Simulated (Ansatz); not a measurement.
The calculation's input:

```
crystal:
  periodic: [false, false, false]
  atoms:
    - {symbol: C, position_ang: [-0.861504, 1.239292, 2.343529]}
    - {symbol: C, position_ang: [-0.803132, 1.999277, 1.252523]}
    - {symbol: C, position_ang: [-0.210226, 3.371708, 1.145330]}
    - {symbol: Cl, position_ang: [-1.475937, 1.393690, -0.271455]}
    - {symbol: H, position_ang: [-1.308616, 0.251839, 2.342308]}
    - {symbol: H, position_ang: [-0.449710, 1.608750, 3.278352]}
    - {symbol: H, position_ang: [-0.962951, 4.098958, 0.819417]}
    - {symbol: H, position_ang: [0.186503, 3.687462, 2.115206]}
    - {symbol: H, position_ang: [0.602299, 3.390766, 0.409704]}
basis:
  gaussian:
    orbitals: def2-TZVPD
hamiltonian:
  xc: pbe0
output: {forces: true, orbitals: {seedname: orbitals}}
```

Launched as:

```sh
ansatz run input.yaml --threads 2 --pin off --max-ram 4350MiB --events-out events.jsonl --progress --plain --runs-dir runs
```

Geometry: B3LYP/6-31G*.

Level of theory: isolated molecule in a Gaussian basis; Kohn-Sham density functional theory, functional PBE0 (Ansatz).

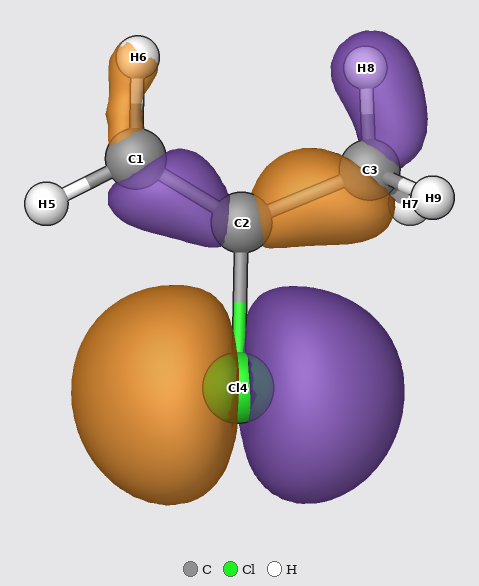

C3H5Cl (SMILES C=C(C)Cl). The HOMO−1 at ±0.1 Å⁻³ᐟ² (orange and purple are the two phases), seen across its widest extent.

> Where does this orbital lie, and at what energy?

Its weight (Hirshfeld) is mainly on Cl4 (about 85 %); largely a lone pair of Cl4. Its energy is −8.80 eV.
